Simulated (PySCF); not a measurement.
C₈H₉, SMILES Cc1[c]cc(C)cc1, doublet, GFN2-xTB optimised geometry. Atoms within 1.6 Å of the plane z = 1.2 Å (x, y, z in Å): C1 (-1.45, 2.59, 0.01), C2 (-0.69, 1.30, 0.00), C3 (-1.33, 0.06, 0.00), C4 (-0.60, -1.11, 0.00), C5 (0.78, -1.11, 0.00), C6 (1.58, -2.38, -0.02), C7 (1.44, 0.12, 0.00), C8 (0.68, 1.25, 0.00), H9 (-2.52, 2.41, -0.11), H11 (-1.29, 3.12, 0.95), H12 (-2.41, 0.03, 0.00), H13 (-1.13, -2.06, 0.00), H14 (2.38, -2.34, 0.72), H16 (0.95, -3.24, 0.21), H17 (2.52, 0.16, 0.00).

Method: unrestricted PBE0/def2-SVP (PySCF).

Map of the log10 of the electron density (e/bohr³), floored at −4 on the plane z = 1.2 Å:

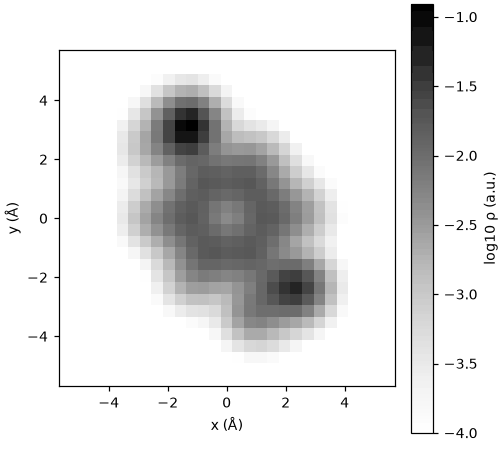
Fig. 1. Log10 of the electron density (e/bohr³), floored at −4 on the plane z = 1.2 Å.
